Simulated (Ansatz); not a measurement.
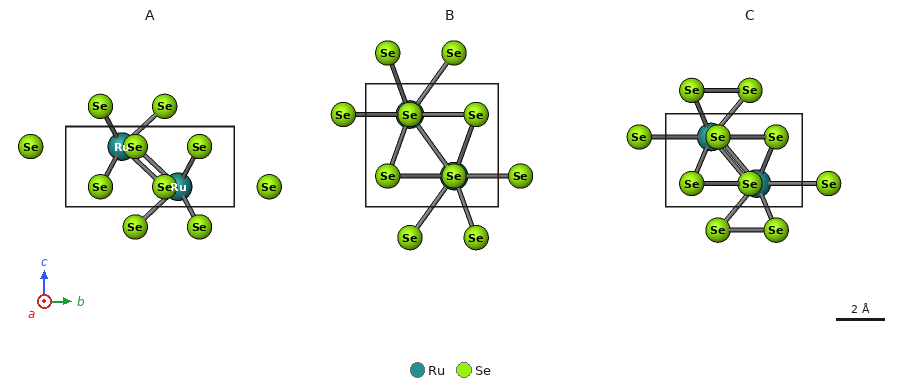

3 geometries from one relaxation of crystalline RuSe₃ (built on the Ni3Sn (D0_19)_194 type) (coarse preliminary run), in shuffled order. A ball-and-stick model of the cell of the calculation, seen along the a axis.

Case: Ni3Sn (D0_19) type (P6_3/mmc, No. 194).

The calculation used DFT PBE, scalar-relativistic, plane waves, PAW (Ansatz). Settings: plane-wave cutoff 420 eV; k-point mesh 3 × 3 × 4; occupations gaussian; smearing width 0.1 eV; collinear spin; cell and atoms relaxed; force threshold 0.04 eV/Å; at most 70 steps.

Q: Order the frames from highest to lowest energy.

A: B, C, A. They are steps 0, 5, 18, at +972 meV per atom, +306 meV per atom relative to the last. Over 15 accepted moves (18 points after the start) the energy falls by 972 meV per atom. The largest force component goes from 0.93 to 0.027 eV/Å. The pressure goes from −12.20 to −0.05 GPa. The line search rejected the trial step at point 11 of the run. At 2 points the geometry stayed and the basis and grid were re-selected for the new cell (energy shift of 25.7 meV per atom at most each time). The largest moves relative to the cell, 0.56 Å, are those of Se atoms. Ru stays in place. Cell: a = b 6.436 → 8.183 Å (+27.1 %), c 5.166 → 3.372 Å (−34.7 %). Volume +5.5 %. Among the contacts that change: Se–Se 3.224 → 5.070 Å, Ru–Se 3.218 → 4.130 Å, Ru–Se 3.180 → 2.464 Å. Among the angles between lasting bonds that change: Se–Ru–Se 108.7° → 86.3°, Ru–Se–Ru 108.7° → 86.3°, Se–Ru–Se 60.7° → 78.3°. The space group stays P6_3/mmc (No. 194). The program noted that the starting moments weren't kept. Cost: 9.2 min on 1 thread of Arm Neoverse V1, with other jobs on the host, peak memory 0.66 GiB.
